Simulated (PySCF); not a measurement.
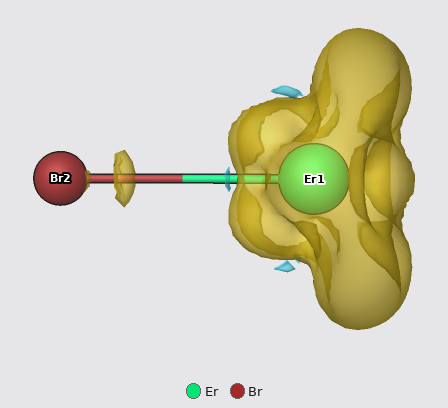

The picture shows: ErBr (quartet). Isosurfaces of the spin density at +0.02 (yellow) and −0.02 e/Å³ (cyan), seen from one side.

These are results of PySCF 2.14.0, PBE0/x2c-SVPall, spin-free X2C-1e, Gaussian nucleus, at a bond length of 2.615 Å, not measurements.

Which atoms carry the spin?

The unpaired spin (3 electrons) lies mostly on Er1 (about 3.0), in electrons by Hirshfeld's partition.
